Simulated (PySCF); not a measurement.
C$_{4}$H$_{4}$F$_{4}$S (SMILES FCC(=S)CC(F)(F)F)

Input file:

```
{"job": {"kind": "nmr", "xc": "PBE0", "basis": "pcSseg-1", "pop": false}, "charge": 0, "multiplicity": 1}
F     -1.406600    -0.319700     1.636500
C     -1.634500     0.368000     0.476300
C     -0.791700    -0.138300    -0.654600
S     -1.248000     0.081000    -2.190700
C      0.505000    -0.804000    -0.296300
C      1.582200     0.232500     0.013200
F      1.230500     1.068700     0.997300
F      1.872300     0.994300    -1.047800
F      2.723000    -0.354500     0.392900
H     -1.393300     1.421700     0.678200
H     -2.700400     0.281900     0.241400
H      0.867700    -1.405700    -1.131600
H      0.389500    -1.425300     0.596100
```

Command:

```sh
OMP_NUM_THREADS=1 python probes_run.py task.json out
```

Geometry: GFN2-xTB, NEB image 0 of 0 to 8.

Computed with PBE0/pcSseg-1, SCF density, gas phase, non-relativistic in PySCF 2.14.0.

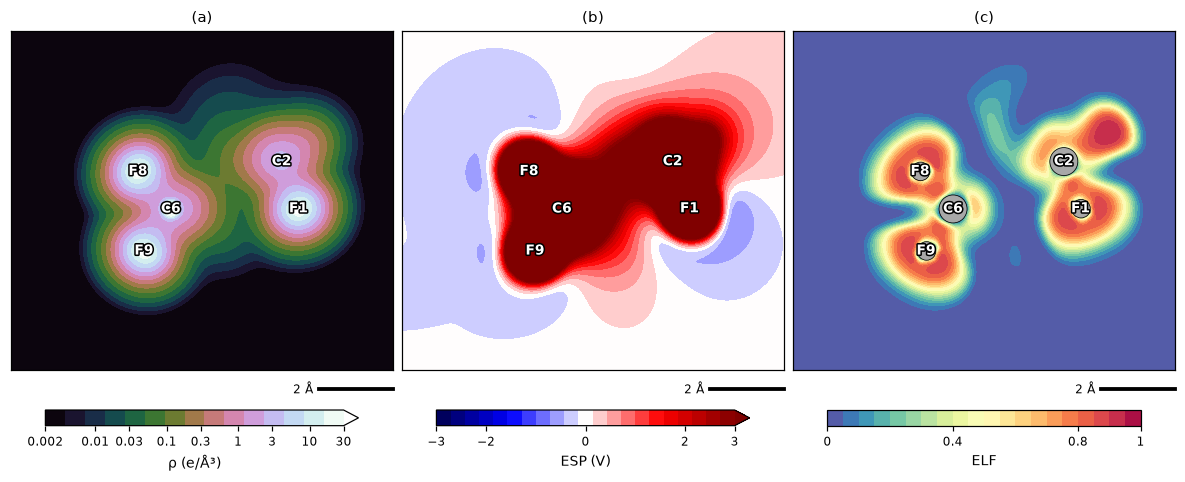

Figure 1. (a) total electron density; (b) molecular electrostatic potential; (c) ELF on the plane of atoms F8, C6 and F9. Grey discs cover the atomic cores in the ELF map.

What do the fields say about this system?

Answer.
- The section cuts through F and C sites.
- C–F (1.34 Å): the density is about 2.4 e/Å³ at the midpoint; the ELF peaks at about 0.85 between the atoms (a polar covalent bond).
- The ELF also peaks beside F9, F1 and F8, away from the bonds: lone-pair regions.
- Outside the dense part of the molecule the potential is most negative (−0.7 V) near F1.

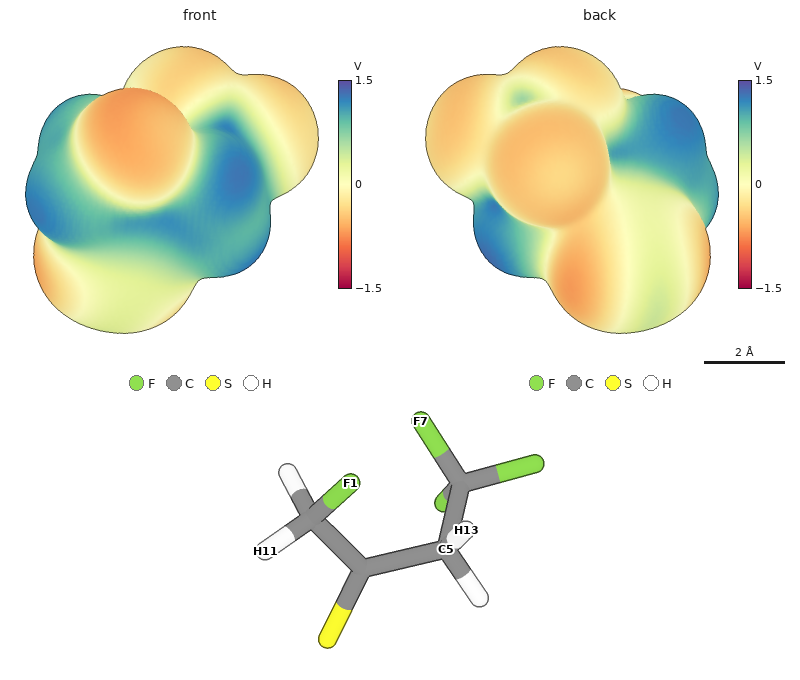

Figure 2. The electrostatic potential painted on the density surface at 0.002 e/bohr³, seen from the front and from behind; red is negative and blue positive. The bare structure is drawn below in the same view.

Describe the electrostatic potential map.

Answer. The most negative region (about −0.7 V) lies over F1 and S4, the most positive (about +1.3 V) over the C and H atoms.

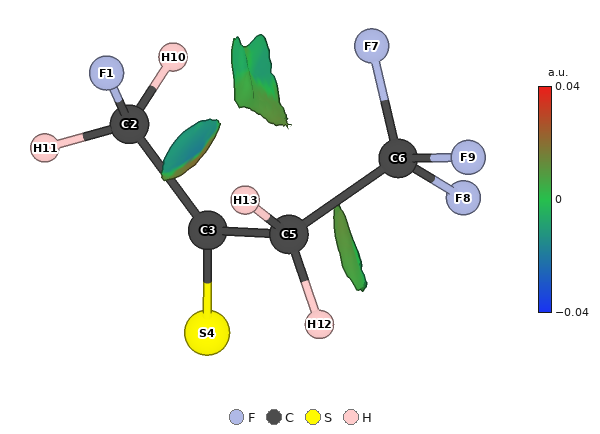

Figure 3. Non-covalent interaction (NCI) plot: the surface where the reduced density gradient is 0.6, for densities under 0.05 a.u., coloured by sign(λ₂)ρ; seen at a tilt.

Identify the weak interactions.

Answer.
- Between H13 and C5 on one side and F1 on the other: a weak contact, attractive (blue-green) on one side and crowded (olive to red) on the other
- Between F7 and C6 on one side and C2 and H10 on the other: a weak contact, attractive (blue-green) on one side and crowded (olive to red) on the other
- Between F8 and C6 on one side and C3 and C5 on the other: a weak contact (green)
